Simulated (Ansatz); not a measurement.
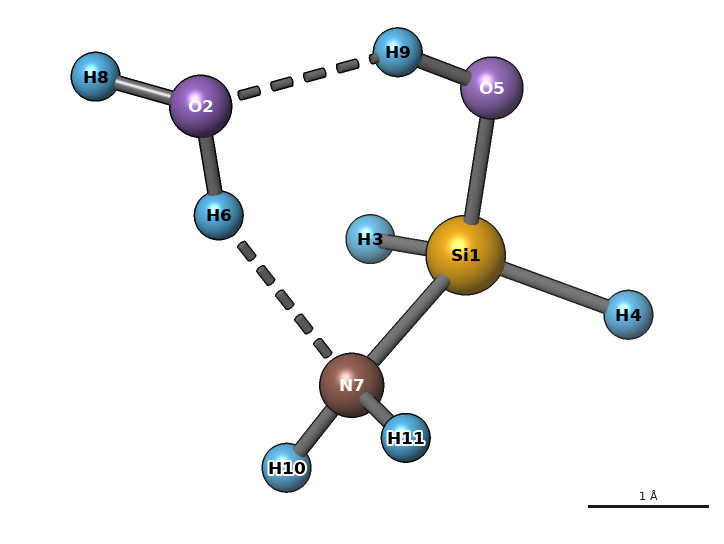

Broken lines mark hydrogen bonds. The geometry was computed by an optimisation with PBE0-D4/def2-TZVP.

Tabulate the hydrogen bonds (donors O, N, F, S, Cl) with their geometry.

| D–H···A | D–H (Å) | H···A (Å) | angle (°) | kind |
| --- | --- | --- | --- | --- |
| O2–H6···N7 | 0.98 | 2.01 | 153 | intermolecular |
| O5–H9···O2 | 0.97 | 1.92 | 148 | intermolecular |
